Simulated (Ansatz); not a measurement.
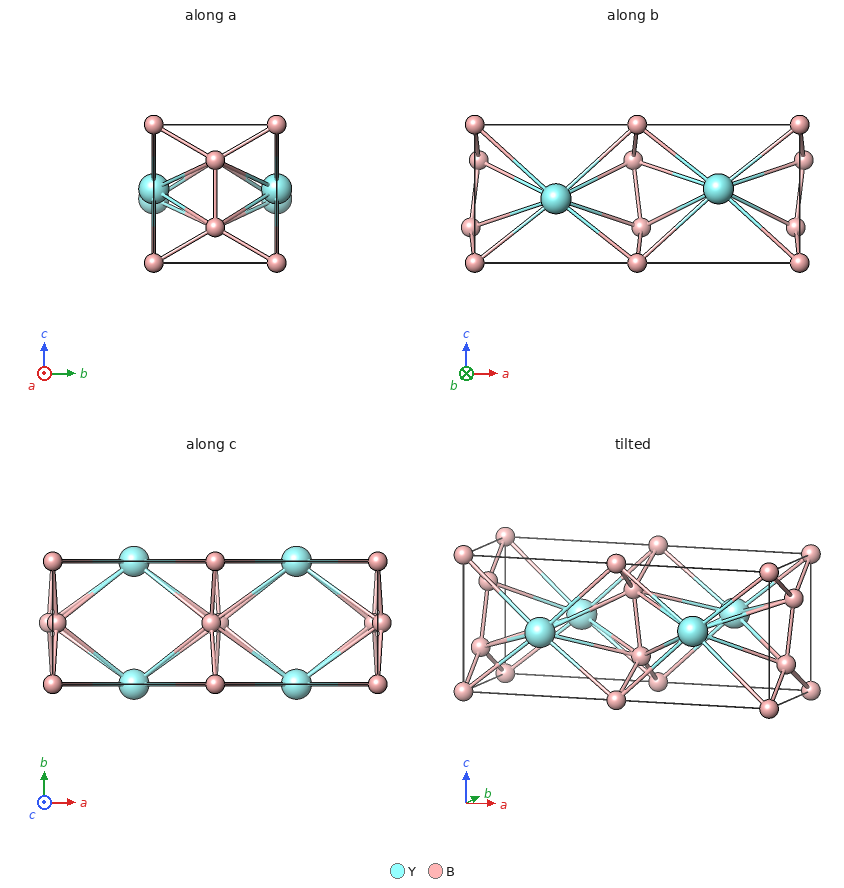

View along the a axis, along the b axis, along the c axis and slightly off an axis, drawn as a ball-and-stick model. The wireframe shows the conventional unit cell.

Lattice parameters: a = 8.237 Å, b = 3.115 Å, c = 3.507 Å, α = 90.00°, β = 90.00°, γ = 90.00°.

Question: Convert the drawing into a table of Wyckoff sites, with free fractional coordinates to two decimals.

Answer: Space group Pmma (No. 51).
```
atom  site     x     y     z
   Y    2e  0.25  0.00  0.46
   B    4j  0.51  0.50  0.26
   B    2a  0.00  0.00  0.00
```

The starting point was a structure type filled with these elements by a generator (whether the compound takes this form wasn't checked). Earlier steps of the study may have refined or changed the cell and positions. An electronic-structure calculation with Ansatz was run on it.
